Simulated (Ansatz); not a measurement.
The calculation's input:

```
crystal:
  lattice:
    - [7.1399997074, 0.0, 0.0587452529]
    - [0.0, 7.9281574629, 0.0]
    - [-1.8841243861, 0.0, 5.708504387]
  atoms:
    - { symbol: Hf, position: [0.9845605078, 0.8842749136, 0.7525289658] }
    - { symbol: Hf, position: [0.9845605078, 0.1157250864, 0.2525289658] }
    - { symbol: H, position: [0.07228704, 0.933266529, 0.0801842121] }
    - { symbol: H, position: [0.07228704, 0.066733471, 0.5801842121] }
    - { symbol: Cl, position: [0.2973240288, 0.7870422588, 0.7997996756] }
    - { symbol: Cl, position: [0.8161702502, 0.6449527122, 0.7940793541] }
    - { symbol: Cl, position: [0.7796581731, 0.8786793059, 0.3234077925] }
    - { symbol: Cl, position: [0.2973240288, 0.2129577412, 0.2997996756] }
    - { symbol: Cl, position: [0.8161702502, 0.3550472878, 0.2940793541] }
    - { symbol: Cl, position: [0.7796581731, 0.1213206941, 0.8234077925] }
basis:
  ecutwfc: 420
kpoints:
  mp_grid: { grid: [4, 4, 4] }
hamiltonian:
  xc: pbe
scf:
  occupations: { method: gaussian, width: 0.02 }
output:
  forces: true
  stress: true
  eigenvalues: true
  write_density: true
  write_potential: true
  elf: true
  volumetric_format: npy
relax:
  adjacent_minimum: "off"
  f_tol: 0.01
  max_steps: 30
  cell: { stress_tol: 0.1, fix: [volume] }
```

Run with:

```sh
ansatz run input.yaml --threads 1 --pin off --max-ram 2560MiB --backend cpu --events-out ev --progress --plain --runs-dir out
```

Below, planes, directions and counts refer to the conventional cell (a = 7.13 Å, b = 7.89 Å, c = 6.06 Å, α = 90.00°, β = 108.07°, γ = 90.00°).

The fields are those of the relaxed geometry.

Space group Pc; a generated structure, not necessarily the stable one; changed on purpose from its base cell (volume × 0.91, shape and atoms relaxed).

All numbers below come from Ansatz 0.2.0, DFT PBE, scalar-relativistic, plane waves, PAW.

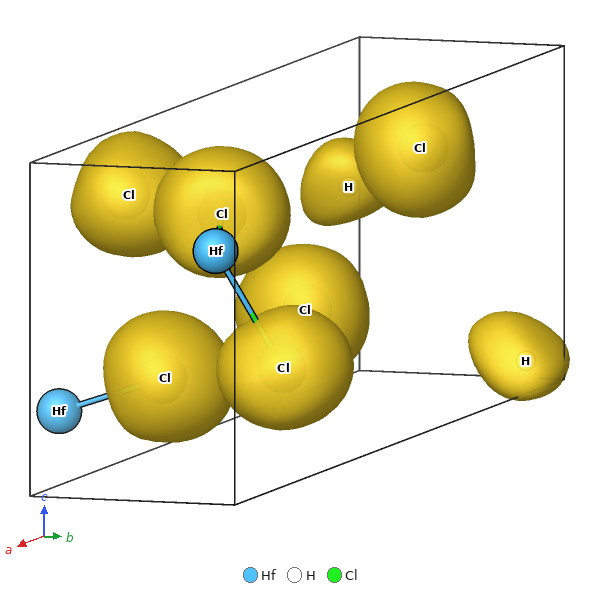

HfHCl$_{3}$. Isosurface of the ELF at 0.75 (yellow), seen at an oblique angle. Core shells and regions of very low density are left out. Sticks mark near contacts.

In a PAW calculation such maps are meaningful between the atoms, not at the nuclei.

What do the ELF domains correspond to?

At this value the surface marks out two regions around hydrogen nuclei and six regions wrapped around Cl (the valence shell of each), counted in one cell of 10 atoms. Any copies at cell faces, edges or corners count once. Along the contacts the grid gives the following. Hf–H (1.94 Å): the ELF climbs to about 1 towards the hydrogen. Hf–Cl (2.32 Å): the ELF peaks at about 0.85 in the valence shell of Cl, 0.8 Å from its nucleus, and is about 0.35 at the midpoint.
